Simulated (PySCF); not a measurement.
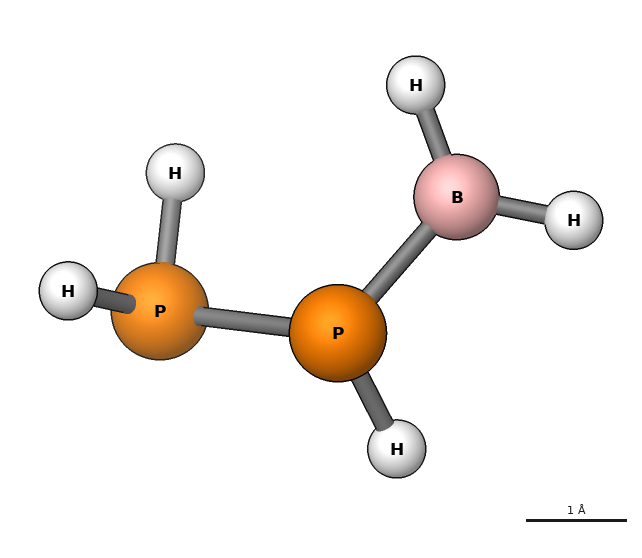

The picture shows a molecular structure as a ball-and-stick model.

Identify the structure.

The molecule is BH₅P₂. SMILES: `BPP`. It has no ring. Among its groups: B–H bond. The point group is C1. Coordination: 1 B trigonal planar; 2 P trigonal pyramidal.

The parts below concern this one geometry. Atoms keep their numbers from picture to picture. The computed structure is the end point of a PBE0-D3(BJ)/def2-SVP optimisation. No frequency run is at hand to confirm it as a minimum.

**Geometry**

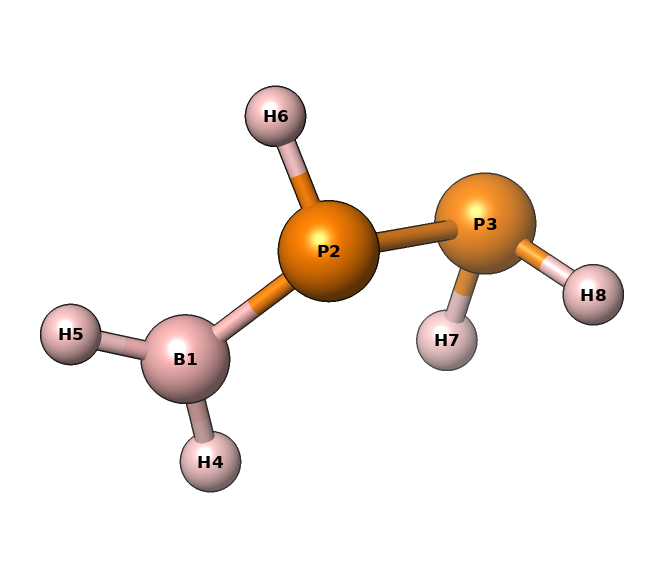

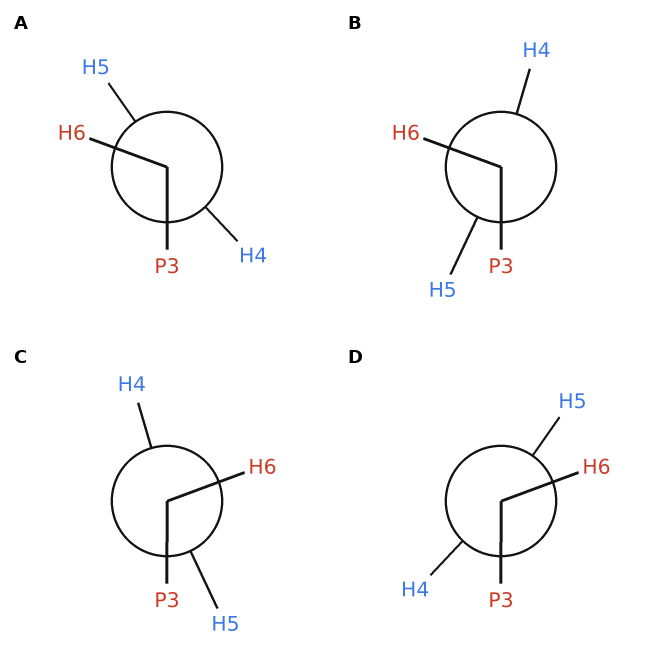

Atoms fade into the background with distance from the viewer. Bonds that would overlap in a projection are set slightly apart. No frequency run is at hand to confirm it as a minimum.

Which Newman projection shows the view along P2–B1, with P2 in front?

Answer. D. The torsion angle P3–P2–B1–H4 is 44°, synclinal (gauche).

**NMR shielding**

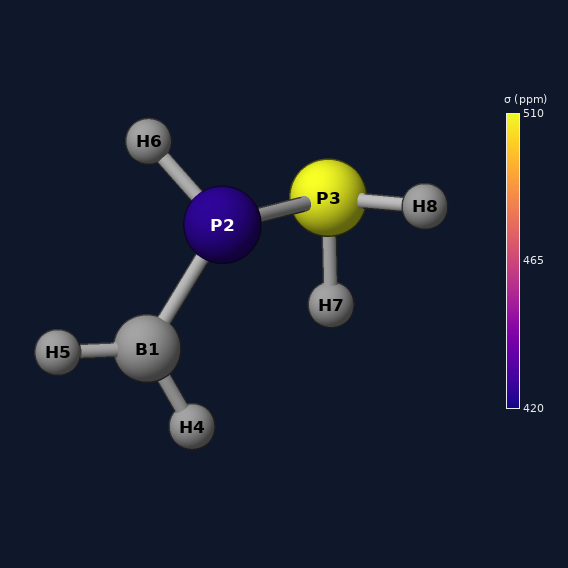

Atoms are coloured by their isotropic NMR shieldings (P only, the others grey). No frequency run is at hand to confirm it as a minimum. Properties computed with GIAO PBE0/6-311+G(2d,p) NMR shielding, non-relativistic, gas phase (PySCF 2.14.0).

Give the isotropic NMR shieldings of the P atoms atom by atom.

| atom | σ (ppm) |
| --- | --- |
| P2 | 424.9 |
| P3 | 509.5 |

**Levels of theory compared**

No frequency run is at hand to confirm it as a minimum. Program: PySCF 2.14.0.

Tabulate HOMO energy (eV), HOMO–LUMO gap (eV), dipole (D) at these levels: B97-2/pcSseg-2; CAM-B3LYP/pcSseg-2; PBE0/6-311+G(2d,p); PBE0/6-31G; PBE0/IGLO-III; PBE0/aug-cc-pVDZ; PBE0/cc-pVDZ; PBE0/cc-pVTZ; PBE0/pcSseg-0; PBE0/pcSseg-2.

| level | HOMO energy (eV) | HOMO–LUMO gap (eV) | dipole (D) |
| --- | --- | --- | --- |
| B97-2/pcSseg-2 | −6.91 | 4.98 | 0.53 |
| CAM-B3LYP/pcSseg-2 | −8.32 | 7.43 | 0.49 |
| PBE0/6-311+G(2d,p) | −7.13 | 5.19 | 0.55 |
| PBE0/6-31G | −7.06 | 5.35 | 0.60 |
| PBE0/IGLO-III | −7.09 | 5.22 | 0.63 |
| PBE0/aug-cc-pVDZ | −7.12 | 5.20 | 0.53 |
| PBE0/cc-pVDZ | −7.05 | 5.28 | 0.54 |
| PBE0/cc-pVTZ | −7.12 | 5.23 | 0.54 |
| PBE0/pcSseg-0 | −7.26 | 5.28 | 0.66 |
| PBE0/pcSseg-2 | −7.14 | 5.20 | 0.54 |

**Bond orders**

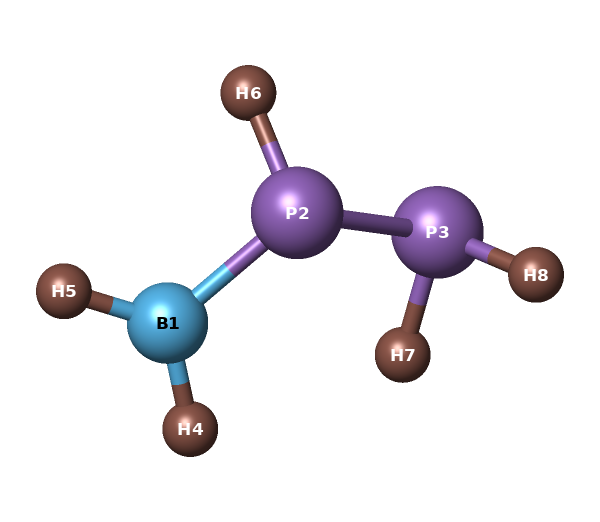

Every bond is drawn as one stick. No frequency run is at hand to confirm it as a minimum. Level of theory: PBE0/cc-pVTZ (PySCF 2.14.0).

List the Mayer bond orders of B1–P2, B1–H4, B1–H5, P2–P3, P2–H6, P3–H7, P3–H8.

```json
{"bond": "B1–P2", "Mayer order": "1.32", "length (Å)": "1.847"}
{"bond": "B1–H4", "Mayer order": "0.97", "length (Å)": "1.207"}
{"bond": "B1–H5", "Mayer order": "0.96", "length (Å)": "1.207"}
{"bond": "P2–P3", "Mayer order": "1.05", "length (Å)": "2.205"}
{"bond": "P2–H6", "Mayer order": "0.95", "length (Å)": "1.418"}
{"bond": "P3–H7", "Mayer order": "0.97", "length (Å)": "1.426"}
{"bond": "P3–H8", "Mayer order": "0.97", "length (Å)": "1.428"}
```
